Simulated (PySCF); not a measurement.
**H2Te (hydrogen telluride): levels of theory compared**

Wanted: a comparison of 3 runs (HF/STO-3G, B3LYP/STO-3G, M06-2X/def2-TZVP) of H2Te (hydrogen telluride). Input form: a Python script.

The calculation is run with PySCF 2.14.0.

### 1 Starting point

The species is H2Te (3 atoms), meant as a singlet with charge 0. As SMILES, `[TeH2]`. Geometry: relaxed at PBE0-D4/def2-TZVP.

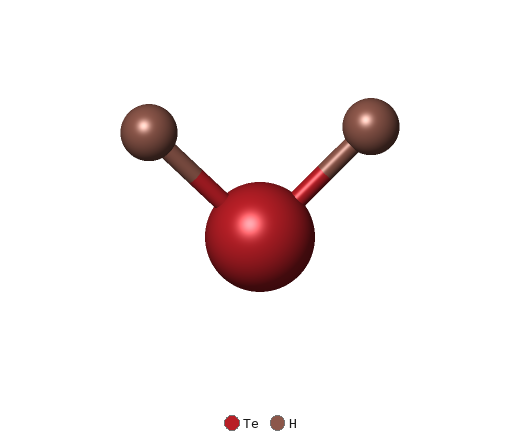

The structure, seen from a chosen angle (tellurium red, hydrogen brown).

### 2 Energy and forces at HF/STO-3G (run 1)

File start.xyz:

```xyz
3
H2Te
Te     0.579000    -0.464000     0.259000
H      0.251700     1.159200     0.266100
H     -0.841600    -0.760100    -0.538300
```

File input.py:

```python
import pyscf.grad
from pyscf import gto, scf

system = gto.M(
    atom='start.xyz',
    spin=0,
    basis='sto-3g',
    max_memory=1860,
    verbose=4,
)

mf = scf.RHF(system)
mf.conv_tol = 1e-10
mf.kernel()
if not mf.converged:
    mf = mf.newton().run(mf.mo_coeff, mf.mo_occ)

etot = mf.e_tot
print('Final energy', etot)
grad = mf.Gradients().kernel()
dip = mf.dip_moment()
pop, q = mf.mulliken_pop()
```

The run is started by

```sh
OMP_NUM_THREADS=1 python input.py
```

The log of the run:

```text
PySCF version 2.14.0

[INPUT] num. atoms = 3
[INPUT] num. electrons = 54
[INPUT] charge = 0
[INPUT] spin (= nelec alpha-beta = 2S) = 0
[INPUT] symmetry False subgroup None
[INPUT] Mole.unit = angstrom
[INPUT] Symbol           X                Y                Z      unit          X                Y                Z       unit  Magmom
[INPUT]  1 Te     0.579000000000  -0.464000000000   0.259000000000 AA    1.094151426123  -0.876832921798   0.489439066262 Bohr   0.0
[INPUT]  2 H      0.251700000000   1.159200000000   0.266100000000 AA    0.475644065553   2.190570523596   0.502856121747 Bohr   0.0
[INPUT]  3 H     -0.841600000000  -0.760100000000  -0.538300000000 AA   -1.590393506434  -1.436380827282  -1.017239572853 Bohr   0.0

nuclear repulsion = 33.4622517703883
number of shells = 13
number of NR pGTOs = 87
number of NR cGTOs = 29
basis = sto-3g
ecp = {}

******** <class 'pyscf.scf.hf.RHF'> ********
method = RHF
initial guess = minao
damping factor = 0
level_shift factor = 0
DIIS = <class 'pyscf.scf.diis.CDIIS'>
diis_start_cycle = 1
diis_space = 8
diis_damp = 0
SCF conv_tol = 1e-10
SCF conv_tol_grad = None
SCF max_cycles = 50
direct_scf = True
direct_scf_tol = 1e-13
Set gradient conv threshold to 1e-05
Initial guess from minao.
init E= -6527.77996568165
  HOMO = -0.515138716843667  LUMO = -0.0742074455392947  gap/eV = 11.99835
cycle= 1 E= -6548.20157374294  delta_E= -20.4  |g|= 0.34  |ddm|= 1.93
  HOMO = -0.20097568819276  LUMO = 0.297581216040333  gap/eV = 13.56642
cycle= 2 E= -6548.26656307548  delta_E= -0.065  |g|= 0.0197  |ddm|= 0.776
  HOMO = -0.244013358581969  LUMO = 0.304369808701105  gap/eV = 14.92227
cycle= 3 E= -6548.26680374906  delta_E= -0.000241  |g|= 0.00389  |ddm|= 0.0491
  HOMO = -0.244098645911794  LUMO = 0.304281865718559  gap/eV = 14.92219
cycle= 4 E= -6548.26681574875  delta_E= -1.2e-05  |g|= 0.000357  |ddm|= 0.0155
  HOMO = -0.244060255115875  LUMO = 0.304389422991337  gap/eV = 14.92408
cycle= 5 E= -6548.26681586367  delta_E= -1.15e-07  |g|= 4.07e-05  |ddm|= 0.00143
  HOMO = -0.244060008696245  LUMO = 0.304385292117901  gap/eV = 14.92396
cycle= 6 E= -6548.26681586495  delta_E= -1.29e-09  |g|= 1.1e-06  |ddm|= 0.000133
  HOMO = -0.244060252894658  LUMO = 0.304385729872076  gap/eV = 14.92398
cycle= 7 E= -6548.26681586496  delta_E= -3.64e-12  |g|= 8.25e-08  |ddm|= 1.65e-06
  HOMO = -0.244060245876528  LUMO = 0.304385721716076  gap/eV = 14.92397
Extra cycle  E= -6548.26681586498  delta_E= -2.36e-11  |g|= 1.55e-08  |ddm|= 1.1e-07
converged SCF energy = -6548.26681586498
Final energy -6548.266815864981

******** <class 'pyscf.grad.rhf.Gradients'> for <class 'pyscf.scf.hf.RHF'> ********
unit = Eh/Bohr
--------------- RHF gradients ---------------
         x                y                z
0 Te     0.0176132489    -0.0134236015     0.0079569760
1 H    -0.0048586369     0.0136830416    -0.0010691707
2 H    -0.0127546120    -0.0002594401    -0.0068878053
----------------------------------------------
Dipole moment(X, Y, Z, Debye): -1.04762,  0.79534, -0.47362
 ** Mulliken pop  **
pop of  0 Te 1s           2.00000
pop of  0 Te 2s           1.99990
pop of  0 Te 3s           1.99940
pop of  0 Te 4s           2.00119
pop of  0 Te 5s           1.78361
pop of  0 Te 2px          2.00004
pop of  0 Te 2py          2.00006
pop of  0 Te 2pz          2.00001
pop of  0 Te 3px          1.99909
pop of  0 Te 3py          1.99869
pop of  0 Te 3pz          1.99971
pop of  0 Te 4px          1.99843
pop of  0 Te 4py          1.99744
pop of  0 Te 4pz          1.99946
pop of  0 Te 5px          1.33080
pop of  0 Te 5py          0.98910
pop of  0 Te 5pz          1.77913
pop of  0 Te 3dxy         1.99997
pop of  0 Te 3dyz         1.99999
pop of  0 Te 3dz^2        1.99994
pop of  0 Te 3dxz         1.99989
pop of  0 Te 3dx2-y2      1.99981
pop of  0 Te 4dxy         1.99908
pop of  0 Te 4dyz         1.99986
pop of  0 Te 4dz^2        1.99836
pop of  0 Te 4dxz         1.99711
pop of  0 Te 4dx2-y2      1.99488
pop of  1 H 1s            1.06751
pop of  2 H 1s            1.06754
 ** Mulliken atomic charges  **
charge of    0Te =      0.13505
charge of    1H =     -0.06751
charge of    2H =     -0.06754
```

It took 3.3 s on 1 thread of Intel Xeon at 2.50GHz (Skylake/Cascade Lake), shared host; peak memory 0.12 GiB.

### 3 Energy and gradient at B3LYP/STO-3G (run 2)

File run.py:

```python
from pyscf import gto, dft

mol = gto.Mole()
mol.atom = [
    ('Te', (0.579000, -0.464000, 0.259000)),
    ('H', (0.251700, 1.159200, 0.266100)),
    ('H', (-0.841600, -0.760100, -0.538300)),
]
mol.basis = 'sto-3g'
mol.verbose = 4
mol.max_memory = 1860
mol.charge = 0
mol.build()

ks = dft.RKS(mol)
ks.xc = 'b3lyp'
ks.conv_tol = 1e-10
ks.grids.level = 5
ks.kernel()
if not ks.converged:
    ks = ks.newton().run(ks.mo_coeff, ks.mo_occ)

energy = ks.e_tot
print('E(%s) = %.9f' % ('B3LYP', energy))
grad = ks.nuc_grad_method().kernel()
ks.analyze()
```

The run is started by

```sh
OMP_NUM_THREADS=1 python run.py
```

The log of the run:

```text
PySCF version 2.14.0

[INPUT] num. atoms = 3
[INPUT] num. electrons = 54
[INPUT] charge = 0
[INPUT] spin (= nelec alpha-beta = 2S) = 0
[INPUT] symmetry False subgroup None
[INPUT] Mole.unit = angstrom
[INPUT] Symbol           X                Y                Z      unit          X                Y                Z       unit  Magmom
[INPUT]  1 Te     0.579000000000  -0.464000000000   0.259000000000 AA    1.094151426123  -0.876832921798   0.489439066262 Bohr   0.0
[INPUT]  2 H      0.251700000000   1.159200000000   0.266100000000 AA    0.475644065553   2.190570523596   0.502856121747 Bohr   0.0
[INPUT]  3 H     -0.841600000000  -0.760100000000  -0.538300000000 AA   -1.590393506434  -1.436380827282  -1.017239572853 Bohr   0.0

nuclear repulsion = 33.4622517703883
number of shells = 13
number of NR pGTOs = 87
number of NR cGTOs = 29
basis = sto-3g
ecp = {}

[... 58 lines left out ...]
Total Energy =                       -6550.418098653377456
[... 2 lines left out ...]
Two-electron Energy =                 2515.223506022087804
[... 4 lines left out ...]
MO #1   energy= -1107.66878272982  occ= 2
[... 2 lines left out ...]
MO #4   energy= -156.840958618964  occ= 2
[... 2 lines left out ...]
MO #7   energy= -28.7200097744196  occ= 2
[... 2 lines left out ...]
MO #10  energy= -20.3073346964771  occ= 2
[... 2 lines left out ...]
MO #13  energy= -20.3030920360688  occ= 2
[... 2 lines left out ...]
MO #16  energy= -3.96205319423007  occ= 2
[... 2 lines left out ...]
MO #19  energy= -1.23993299066704  occ= 2
[... 2 lines left out ...]
MO #22  energy= -1.21703554974848  occ= 2
[... 2 lines left out ...]
MO #25  energy= -0.351355007581705 occ= 2
MO #26  energy= -0.237407832338947 occ= 2
MO #27  energy= -0.149862366309593 occ= 2
MO #28  energy= 0.127773439092059  occ= 0
MO #29  energy= 0.232950188455462  occ= 0
 ** Mulliken pop on meta-lowdin orthogonal AOs  **
 ** Mulliken pop  **
pop of  0 Te 1s           2.00000
pop of  0 Te 2s           1.99999
pop of  0 Te 3s           1.99991
pop of  0 Te 4s           1.99997
pop of  0 Te 5s           1.75870
pop of  0 Te 2px          2.00000
pop of  0 Te 2py          2.00000
pop of  0 Te 2pz          2.00000
pop of  0 Te 3px          1.99996
pop of  0 Te 3py          1.99995
pop of  0 Te 3pz          1.99999
pop of  0 Te 4px          1.99969
pop of  0 Te 4py          1.99953
pop of  0 Te 4pz          1.99990
pop of  0 Te 5px          1.34329
pop of  0 Te 5py          1.02265
pop of  0 Te 5pz          1.78523
pop of  0 Te 3dxy         2.00000
pop of  0 Te 3dyz         2.00000
pop of  0 Te 3dz^2        2.00000
pop of  0 Te 3dxz         2.00000
pop of  0 Te 3dx2-y2      1.99999
pop of  0 Te 4dxy         1.99925
pop of  0 Te 4dyz         1.99989
pop of  0 Te 4dz^2        1.99869
pop of  0 Te 4dxz         1.99768
pop of  0 Te 4dx2-y2      1.99581
pop of  1 H 1s            1.04996
pop of  2 H 1s            1.04998
 ** Mulliken atomic charges  **
charge of    0Te =      0.09993
charge of    1H =     -0.04996
charge of    2H =     -0.04998
Dipole moment(X, Y, Z, Debye): -1.07468,  0.81587, -0.48586
```

Run time: 7.5 s. Hardware: 1 thread of Intel Xeon at 2.50GHz (Skylake/Cascade Lake), shared host; peak memory 0.35 GiB.

### 4 Energy and gradient at M06-2X/def2-TZVP (core potential) (run 3)

File calc.py:

```python
# [TeH2]
from pyscf import gto, dft

system = gto.Mole()
system.atom = 'Te 0.579000 -0.464000 0.259000; H 0.251700 1.159200 0.266100; H -0.841600 -0.760100 -0.538300'
system.basis = 'def2-tzvp'
system.ecp = {'Te': 'def2-svp'}
system.max_memory = 1860
system.verbose = 3
system.charge = 0
system.spin = 0
system.build()

mf = dft.RKS(system, xc='m06-2x')
mf.grids.level = 5
mf.conv_tol = 1e-10
mf.kernel()
if not mf.converged:
    mf = mf.newton().run(mf.mo_coeff, mf.mo_occ)

etot = mf.e_tot
print('E = %.10f Eh' % etot)
grad = mf.nuc_grad_method().kernel()
dip = mf.dip_moment()
pop, q = mf.mulliken_pop()
```

The run is started by

```sh
OMP_NUM_THREADS=1 python calc.py
```

The log of the run:

```text
converged SCF energy = -269.119146456783
E = -269.1191464568 Eh
--------------- RKS gradients ---------------
         x                y                z
0 Te     0.0011152393    -0.0008885830     0.0004991568
1 H    -0.0005378729     0.0007222032    -0.0002079947
2 H    -0.0007447255     0.0002906074    -0.0003654099
----------------------------------------------
Dipole moment(X, Y, Z, Debye): -0.15000,  0.11375, -0.06782
 ** Mulliken pop  **
pop of  0 Te 4s           0.28473
pop of  0 Te 5s          -0.84132
pop of  0 Te 6s           1.56733
pop of  0 Te 7s           0.99582
pop of  0 Te 8s           1.08612
pop of  0 Te 9s           0.80536
pop of  0 Te 4px         -0.16904
pop of  0 Te 4py         -0.16717
pop of  0 Te 4pz         -0.17169
pop of  0 Te 5px          2.15061
pop of  0 Te 5py          2.14654
pop of  0 Te 5pz          2.15627
pop of  0 Te 6px          0.37346
pop of  0 Te 6py          0.31800
pop of  0 Te 6pz          0.44805
pop of  0 Te 7px          0.75856
pop of  0 Te 7py          0.61766
pop of  0 Te 7pz          0.96506
pop of  0 Te 8px          0.22446
pop of  0 Te 8py          0.13050
pop of  0 Te 8pz          0.38241
pop of  0 Te 4dxy         1.81117
pop of  0 Te 4dyz         1.81080
pop of  0 Te 4dz^2        1.81058
pop of  0 Te 4dxz         1.81066
pop of  0 Te 4dx2-y2      1.81121
pop of  0 Te 5dxy         0.18569
pop of  0 Te 5dyz         0.18424
pop of  0 Te 5dz^2        0.18663
pop of  0 Te 5dxz         0.18906
pop of  0 Te 5dx2-y2      0.19460
pop of  0 Te 6dxy         0.01173
pop of  0 Te 6dyz         0.00600
pop of  0 Te 6dz^2        0.01325
pop of  0 Te 6dxz         0.02128
pop of  0 Te 6dx2-y2      0.03886
pop of  0 Te 4f-3         0.00295
pop of  0 Te 4f-2         0.00061
pop of  0 Te 4f-1         0.00303
pop of  0 Te 4f+0         0.00211
pop of  0 Te 4f+1         0.00075
pop of  0 Te 4f+2         0.00326
pop of  0 Te 4f+3         0.00233
pop of  0 Te 5f-3         0.00016
pop of  0 Te 5f-2         0.00004
pop of  0 Te 5f-1         0.00013
pop of  0 Te 5f+0         0.00008
pop of  0 Te 5f+1         0.00002
pop of  0 Te 5f+2         0.00015
pop of  0 Te 5f+3         0.00014
pop of  1 H 1s            0.22491
pop of  1 H 2s            0.49924
pop of  1 H 3s            0.18017
pop of  1 H 2px           0.00231
pop of  1 H 2py           0.00865
pop of  1 H 2pz           0.00309
pop of  2 H 1s            0.22494
pop of  2 H 2s            0.49925
pop of  2 H 3s            0.18013
pop of  2 H 2px           0.00768
pop of  2 H 2py           0.00150
pop of  2 H 2pz           0.00488
 ** Mulliken atomic charges  **
charge of    0Te =     -0.16326
charge of    1H =      0.08163
charge of    2H =      0.08163
```

It took 20 s on 1 thread of Intel Xeon at 2.50GHz (Skylake/Cascade Lake), shared host; peak memory 0.61 GiB.

### 5 All runs side by side

```csv
run,level,integration grid,core potential,energy (Eh),dipole moment (D),HOMO energy (eV),LUMO energy (eV),wall time
1,HF/STO-3G,–,–,-6548.266816,1.40,-6.64,8.28,3.3 s
2,B3LYP/STO-3G,5,–,-6550.418099,1.43,-4.08,3.48,7.5 s
3,M06-2X/def2-TZVP (core potential),5,def2-svp,-269.119146,0.20,-7.68,0.17,20 s
```

### 6 Summary of results

```
                       quantity          value
            run 3: total energy  -269.11915 Eh
           run 3: dipole moment         0.20 D
             run 3: HOMO energy       -7.68 eV
             run 3: LUMO energy        0.17 eV
           run 3: HOMO–LUMO gap        7.84 eV
run 3: largest force on an atom     0.078 eV/Å
```

In words: The dipole moment (its size) runs from 0.20 D (M06-2X/def2-TZVP) to 1.43 D (B3LYP/STO-3G). The two ends differ in method and basis and core potential. The HOMO–LUMO gap runs from 7.55 eV (B3LYP/STO-3G) to 14.92 eV (HF/STO-3G). Exact exchange widens orbital gaps. Totals of different functionals can't be ranked against each other. Some runs of one species differ in core potentials or relativity; totals across that change don't compare. In runs 1, 2 the basis is minimal, so the values are rough. In runs 1, 2 relativity is left out where basis or elements ask for it. All runs together took 31 s, the longest 20 s.
